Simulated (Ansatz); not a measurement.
The figure comes from a scan of GaAs (zinc blende): a phonon pattern at X = (0.5, 0.5, 0.0) is frozen into a 4-atom cell, Q being the largest atomic displacement. All values below come from PBE (plane waves to 420 eV, PAW, scalar-relativistic; Ansatz, a quantum-chemistry and plane-wave program). k mesh 10×10×10 (Γ-centred), Fermi-Dirac smearing 0.05 eV. GaAs was relaxed with its symmetry unable to fall. 

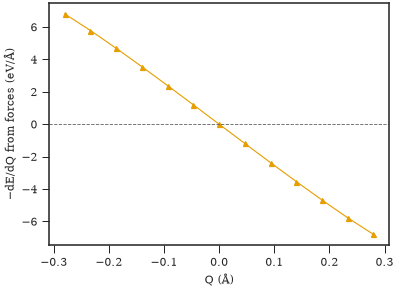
*−dE/dQ from forces (eV/Å) against Q (Å); one marker a computed point.*

**Question.** List the plotted points as numbers.

**Answer.** To the nearest 0.2:

```csv
Q (Å),−dE/dQ from forces (eV/Å)
-0.280,6.8
-0.233,5.8
-0.187,4.6
-0.140,3.6
-0.093,2.4
-0.047,1.2
0.000,0.0
0.047,-1.2
0.093,-2.4
0.140,-3.6
0.187,-4.6
0.233,-5.8
0.280,-6.8
```

(For displaced atoms, the force is minus the slope of the energy, and its curvature is a force constant, which sets phonon frequencies.)
